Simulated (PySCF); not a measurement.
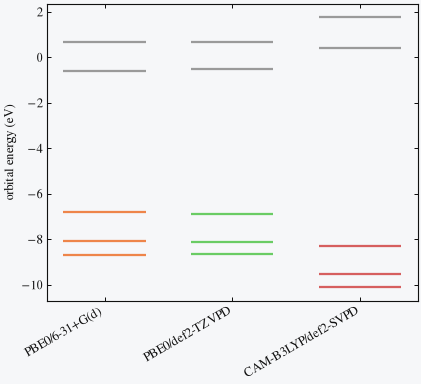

Frontier orbital energies of BSiNH₈O, SMILES [NH3+][BH2-]O[SiH3] at one geometry, PySCF 2.14.0, at a PBE0-D3(BJ)/def2-SVP geometry (no frequency check). Empty levels are grey, levels within 0.1 eV stand side by side; all columns show the same few orbitals around the gap.

**Compare the HOMO-LUMO separations.**

The separation grows from 6.22 eV (PBE0/6-31+G(d)) to 8.69 eV (CAM-B3LYP/def2-SVPD).

```csv
level,HOMO (eV),LUMO (eV),separation (eV)
PBE0/6-31+G(d),−6.81,−0.60,6.22
PBE0/def2-TZVPD,−6.89,−0.54,6.35
CAM-B3LYP/def2-SVPD,−8.30,0.39,8.69
```

Caveats, for all or some of the runs: empty levels above zero depend strongly on the basis; one conformer of a flexible molecule.
